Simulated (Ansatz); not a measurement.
**Run report: C2H7AlOS, nudged elastic band (part 2 of 2)**

C2H7AlOS; RKS BHLYP-D4/def2-SVP (Ansatz 0.2.0). It belongs to a series of runs on one base structure; here: band between the two ends.

Geometry of the input (Å):
```
Al -0.0554  1.2841  0.3164
C  0.5415  -0.5705  0.4237
C  -0.0856  -1.5496  -0.5674
S  -1.6407  1.9201  -1.0389
H  -1.8366  0.6933  -1.5467
O  0.5789  2.5423  1.2418
H  1.6346  -0.5712  0.3161
H  0.3636  -0.9105  1.4532
H  0.1084  -1.2588  -1.6047
H  -1.1724  -1.6049  -0.4489
H  0.3015  -2.5659  -0.4420
H  1.2620  2.5916  1.8975
```

The program's output, continued:
```
NEB iter  40: max|band force component| = 7.565e-2 eV/Å  barrier→ = 2.2286 eV  barrier← = 1.2344 eV  CI = image 4  Δτ_max = 0.0367 Å  (223 SCF iters)
the calculation of the forces begins
reference -21658.41197062 eV, -795.9319593213 hartree; 28, 28 occupied and 85, 85 virtual orbitals, 1193 factors
1191 factors; integrals over basis functions are off by at most 9.9e-4 eV
mean field evaluation 2592: about -21657.0973 eV, gradient 2.0e0 eV
mean field -21657.15143365 eV, -795.8856354420 hartree, gradient 2.7e-5 eV, S^2 0.000000; 1 other end points of the search recorded, 0 dependent functions left out
the calculation of the forces begins
reference -21657.15160978 eV, -795.8856419148 hartree; 28, 28 occupied and 85, 85 virtual orbitals, 1191 factors
NEB iter  41: max|band force component| = 4.782e-2 eV/Å  barrier→ = 2.2286 eV  barrier← = 1.2344 eV  CI = image 4  Δτ_max = 0.0000 Å  (475 SCF iters)
```

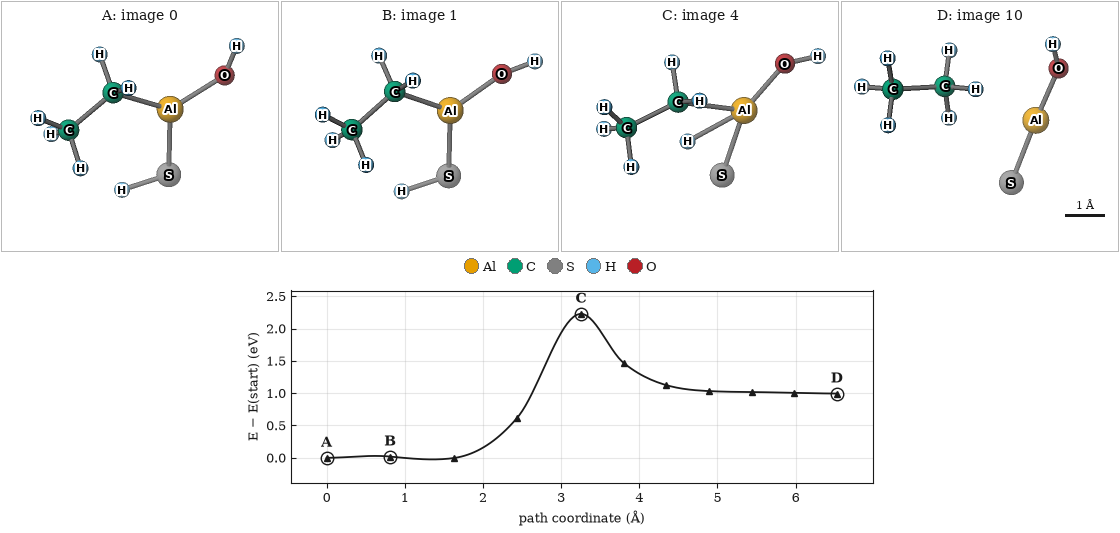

Images of the last band (counted from 0; ball-and-stick, seen at a tilt) above the energy along the path; the line is a cubic interpolation that uses the forces. The highest image is number 4, 2.229 eV above the start and 1.234 eV above the end (the climbing image); the end lies 0.994 eV above the start. The path is 6.53 Å long. The band converged in 41 iterations.

```
Total energy: -21657.47131448 eV, -795.8973908460 hartree
Atom 0 at    -0.100919     1.592433     0.352566 Å, force    -0.000458     0.000094    -0.000370 eV/Å
Atom 1 at     0.258829    -0.455572     0.131490 Å, force    -0.000252     0.000913    -0.000303 eV/Å
Atom 2 at    -0.216264    -1.656588    -0.690784 Å, force     0.000559    -0.000700     0.000652 eV/Å
Atom 3 at    -1.574245     1.763095    -1.079278 Å, force    -0.000027     0.000041    -0.000040 eV/Å
Atom 4 at    -0.695370     0.320184    -0.606154 Å, force    -0.000182     0.000269    -0.000120 eV/Å
Atom 5 at     0.906847     2.206600     1.540097 Å, force     0.000786    -0.000678     0.000726 eV/Å
Atom 6 at     1.337790    -0.311153    -0.021357 Å, force     0.000037    -0.000346    -0.000123 eV/Å
Atom 7 at     0.107426    -0.660802     1.200721 Å, force    -0.000082    -0.000436    -0.000147 eV/Å
Atom 8 at    -0.060518    -1.485381    -1.758929 Å, force     0.000214     0.000428     0.000130 eV/Å
Atom 9 at    -1.284643    -1.833483    -0.543204 Å, force     0.000016     0.000202     0.000265 eV/Å
Atom 10 at     0.320507    -2.565812    -0.410629 Å, force    -0.000218    -0.000299    -0.000308 eV/Å
Atom 11 at     1.000361     3.086480     1.885459 Å, force    -0.000392     0.000511    -0.000361 eV/Å
Dipole moment:     0.505436    -0.179367     0.456990 e Å
this run last wrote the band of iteration 41 to [file]; this run last wrote the band within `neb.f_tol` of iteration 17 to [file]
```

The last band as extended XYZ (Å, eV, eV/Å):
```
12
Properties=species:S:1:pos:R:3:forces:R:3 image=0 energy=-21659.69975
Al   -0.0554    1.2841    0.3164   -0.0129  -0.0038  -0.0095
C     0.5415   -0.5705    0.4237    0.0003   0.0163  -0.0073
C    -0.0856   -1.5496   -0.5674   -0.0003  -0.0121   0.0101
S    -1.6407    1.9201   -1.0389    0.0051  -0.0001   0.0019
H    -1.8366    0.6933   -1.5467    0.0003  -0.0009  -0.0012
O     0.5789    2.5423    1.2418    0.0127   0.0079   0.0136
H     1.6346   -0.5712    0.3161    0.0015  -0.0040   0.0002
H     0.3636   -0.9105    1.4532    0.0029  -0.0048  -0.0016
H     0.1084   -1.2588   -1.6047    0.0020   0.0058   0.0016
H    -1.1724   -1.6049   -0.4489    0.0001  -0.0004   0.0009
H     0.3015   -2.5659   -0.4420   -0.0029   0.0000  -0.0020
H     1.2620    2.5916    1.8975   -0.0088  -0.0040  -0.0068
12
Properties=species:S:1:pos:R:3:forces:R:3 image=1 energy=-21659.68082
Al   -0.0367    1.2281    0.3533    0.0175   0.0281   0.0204
C     0.4904   -0.6383    0.4356    0.0008  -0.0183   0.0240
C    -0.0322   -1.5972   -0.6266   -0.0195  -0.0134  -0.0549
S    -1.6681    1.9993   -0.8831    0.0070   0.0003   0.0031
H    -2.0041    0.8116   -1.4117    0.0339  -0.0024   0.0217
O     0.8228    2.2895    1.3004    0.0713  -0.0676   0.0403
H     1.5883   -0.6295    0.4452   -0.0045  -0.0270  -0.0113
H     0.2103   -0.9906    1.4381   -0.0011  -0.0076  -0.0019
H     0.2795   -1.2946   -1.6314   -0.0113  -0.0078  -0.0101
H    -1.1261   -1.6415   -0.6322   -0.0072  -0.0031   0.0012
H     0.3275   -2.6198   -0.4743   -0.0029  -0.0041   0.0011
H     1.1481    3.0828    1.6867   -0.0840   0.1230  -0.0337
12
Properties=species:S:1:pos:R:3:forces:R:3 image=2 energy=-21659.70341
Al    0.0401    1.2601    0.4000    0.0242  -0.0810  -0.0020
C     0.5356   -0.6154    0.3624    0.0565  -0.0493   0.0449
C    -0.1549   -1.5752   -0.6045   -0.0005   0.0270   0.0062
S    -1.5139    1.9310   -0.9695   -0.0040   0.0763   0.0168
H    -1.5932    0.6676   -1.4165   -0.1267   0.0534  -0.1108
O     0.8399    2.2618    1.4895   -0.0183   0.0041  -0.0156
H     1.6195   -0.6265    0.1911    0.0472  -0.0563   0.0423
H     0.4098   -0.9682    1.3938    0.0588  -0.0554   0.0335
H    -0.0109   -1.2854   -1.6508    0.0096   0.0357   0.0207
H    -1.2352   -1.6310   -0.4336    0.0104   0.0369   0.0201
H     0.2328   -2.5939   -0.5036   -0.0094  -0.0066  -0.0122
H     0.8302    3.1749    1.7416   -0.0476   0.0152  -0.0439
12
Properties=species:S:1:pos:R:3:forces:R:3 image=3 energy=-21659.07618
Al   -0.0163    1.3960    0.3817    0.1474  -0.3523   0.0484
C     0.3949   -0.5025    0.2545    0.2441  -0.0821   0.2237
C    -0.1958   -1.5925   -0.6519    0.0460   0.1101   0.0750
S    -1.5591    1.7970   -1.0545    0.0230   0.0594   0.0401
H    -1.1734    0.4946   -1.0371   -0.8641   0.3074  -0.7807
O     0.8717    2.2492    1.5171   -0.0704   0.0844  -0.0465
H     1.4755   -0.4546    0.0886    0.2496  -0.2581   0.1984
H     0.2565   -0.8004    1.2984    0.2696  -0.2497   0.1785
H    -0.0470   -1.4038   -1.7214    0.0297   0.1437   0.0716
H    -1.2705   -1.7516   -0.5065    0.0308   0.1455   0.0720
H     0.2884   -2.5524   -0.4390   -0.0527   0.0222  -0.0467
H     0.9749    3.1208    1.8702   -0.0529   0.0696  -0.0337
12
Properties=species:S:1:pos:R:3:forces:R:3 image=4 energy=-21657.47114
Al   -0.1009    1.5924    0.3526   -0.0005   0.0001  -0.0004
C     0.2588   -0.4556    0.1315   -0.0003   0.0009  -0.0003
C    -0.2163   -1.6566   -0.6908    0.0006  -0.0007   0.0007
S    -1.5742    1.7631   -1.0793    0.0000   0.0000   0.0000
H    -0.6954    0.3202   -0.6062   -0.0002   0.0003  -0.0001
O     0.9068    2.2066    1.5401    0.0008  -0.0007   0.0007
H     1.3378   -0.3112   -0.0214    0.0000  -0.0003  -0.0001
H     0.1074   -0.6608    1.2007   -0.0001  -0.0004  -0.0001
H    -0.0605   -1.4854   -1.7589    0.0002   0.0004   0.0001
H    -1.2846   -1.8335   -0.5432    0.0000   0.0002   0.0003
H     0.3205   -2.5658   -0.4106   -0.0002  -0.0003  -0.0003
H     1.0004    3.0865    1.8855   -0.0004   0.0005  -0.0004
12
Properties=species:S:1:pos:R:3:forces:R:3 image=5 energy=-21658.23110
Al   -0.2272    1.8255    0.2908   -0.2418   0.4581  -0.1133
C     0.2487   -0.5232    0.1023   -0.0216  -0.1354  -0.0599
C    -0.1976   -1.7356   -0.6935    0.0293  -0.1519  -0.0138
S    -1.6689    2.0161   -1.1025   -0.1802   0.5129  -0.0359
H    -0.4574    0.1910   -0.4029    0.4706  -0.2481   0.4034
O     0.8816    2.1764    1.5041   -0.0394  -0.0716  -0.0599
H     1.3056   -0.2823   -0.0509   -0.0649   0.0511  -0.0609
H     0.0710   -0.6334    1.1769   -0.0744   0.0471  -0.0505
H    -0.0438   -1.5474   -1.7582    0.0254  -0.1129  -0.0066
H    -1.2674   -1.8952   -0.5421    0.0256  -0.1132  -0.0068
H     0.3442   -2.6344   -0.4053    0.0350  -0.1347  -0.0035
H     1.0112    3.0425    1.8812    0.0364  -0.1015   0.0077
12
Properties=species:S:1:pos:R:3:forces:R:3 image=6 energy=-21658.57518
Al   -0.3555    2.1084    0.2450   -0.0837   0.1896  -0.0300
C     0.2655   -0.5981    0.0971    0.0107  -0.0500  -0.0035
C    -0.1700   -1.8169   -0.6906    0.0171  -0.0542   0.0018
S    -1.7899    2.3266   -1.1295   -0.0785   0.2107  -0.0192
H    -0.3777    0.1932   -0.3193    0.0540   0.0018   0.0558
O     0.8112    2.2044    1.4417   -0.0459   0.0175  -0.0413
H     1.3150   -0.3359   -0.0551    0.0061  -0.0377  -0.0021
H     0.0861   -0.6889    1.1708    0.0087  -0.0378  -0.0039
H    -0.0136   -1.6513   -1.7593    0.0195  -0.0691  -0.0010
H    -1.2364   -2.0017   -0.5410    0.0190  -0.0698  -0.0004
H     0.3814   -2.7108   -0.3943    0.0220  -0.0515   0.0069
H     1.0837    2.9709    1.9346    0.0509  -0.0496   0.0369
12
Properties=species:S:1:pos:R:3:forces:R:3 image=7 energy=-21658.66711
Al   -0.4421    2.3273    0.2276   -0.0098   0.0252  -0.0026
C     0.2427   -0.6246    0.0660   -0.0020  -0.0033  -0.0026
C    -0.1284   -1.8939   -0.6763    0.0045  -0.0092   0.0017
S    -1.8822    2.6786   -1.1075   -0.0100   0.0404   0.0014
H    -0.3940    0.1827   -0.3303   -0.0020  -0.0008  -0.0019
O     0.7486    2.2236    1.3855   -0.0071   0.0022  -0.0067
H     1.2883   -0.3439   -0.0814   -0.0033  -0.0012  -0.0026
H     0.0700   -0.7030    1.1419   -0.0022  -0.0014  -0.0032
H     0.0364   -1.7827   -1.7510    0.0060  -0.0155   0.0014
H    -1.1826   -2.1413   -0.5283    0.0060  -0.0158   0.0016
H     0.4669   -2.7437   -0.3321    0.0095  -0.0039   0.0080
H     1.1761    2.8208    1.9861    0.0105  -0.0168   0.0056
12
Properties=species:S:1:pos:R:3:forces:R:3 image=8 energy=-21658.68219
Al   -0.4563    2.4997    0.2455   -0.0004   0.0031   0.0003
C     0.1610   -0.6156    0.0155   -0.0020   0.0005  -0.0010
C    -0.0705   -1.9561   -0.6569    0.0014  -0.0013   0.0003
S    -1.9084    2.9077   -1.0580   -0.0005   0.0044   0.0008
H    -0.5241    0.1283   -0.4159   -0.0021  -0.0011  -0.0020
O     0.7461    2.2639    1.3511   -0.0006   0.0015  -0.0005
H     1.1853   -0.2600   -0.1239   -0.0016   0.0012  -0.0011
H    -0.0224   -0.6610    1.0922   -0.0017   0.0012  -0.0009
H     0.1111   -1.8965   -1.7332    0.0014  -0.0027   0.0005
H    -1.0986   -2.2990   -0.5146    0.0014  -0.0027   0.0007
H     0.5945   -2.7230   -0.2501    0.0022   0.0003   0.0020
H     1.2822    2.6116    2.0481    0.0024  -0.0045   0.0010
12
Properties=species:S:1:pos:R:3:forces:R:3 image=9 energy=-21658.69520
Al   -0.4766    2.6183    0.2460   -0.0008   0.0059   0.0000
C     0.1308   -0.5858    0.0044   -0.0007   0.0009   0.0005
C    -0.0416   -1.9558   -0.6259    0.0012   0.0005   0.0007
S    -1.9252    2.9644   -1.0788   -0.0016   0.0019  -0.0008
H    -0.5677    0.1247   -0.4553   -0.0018  -0.0004  -0.0025
O     0.7119    2.4316    1.3532   -0.0034   0.0061   0.0009
H     1.1465   -0.2032   -0.1333   -0.0014   0.0027  -0.0008
H    -0.0686   -0.6080    1.0800   -0.0015   0.0029  -0.0006
H     0.1537   -1.9237   -1.7010    0.0019  -0.0017   0.0016
H    -1.0595   -2.3296   -0.4875    0.0019  -0.0012   0.0015
H     0.6429   -2.6865   -0.1861    0.0025   0.0019   0.0032
H     1.3532    2.1536    1.9843    0.0037  -0.0193  -0.0038
12
Properties=species:S:1:pos:R:3:forces:R:3 image=10 energy=-21658.70554
Al   -0.5065    2.6612    0.2825   -0.0247  -0.0163  -0.0032
C     0.1431   -0.5330   -0.0241   -0.0135  -0.0180   0.0112
C    -0.0142   -1.9398   -0.5751    0.0118   0.0191  -0.0103
S    -1.9315    3.0818   -1.0455    0.0113   0.0088   0.0030
H    -0.5526    0.1492   -0.5289    0.0020  -0.0065  -0.0002
O     0.6614    2.3947    1.4211    0.0192   0.0117   0.0048
H     1.1590   -0.1535   -0.1774   -0.0199  -0.0167   0.0013
H    -0.0687   -0.4992    1.0495    0.0064   0.0068  -0.0165
H     0.1937   -1.9680   -1.6484   -0.0009  -0.0067   0.0200
H    -1.0310   -2.3140   -0.4263    0.0204   0.0212   0.0041
H     0.6710   -2.6368   -0.0845   -0.0042   0.0020  -0.0085
H     1.2760    1.7575    1.7570   -0.0080  -0.0054  -0.0055
```
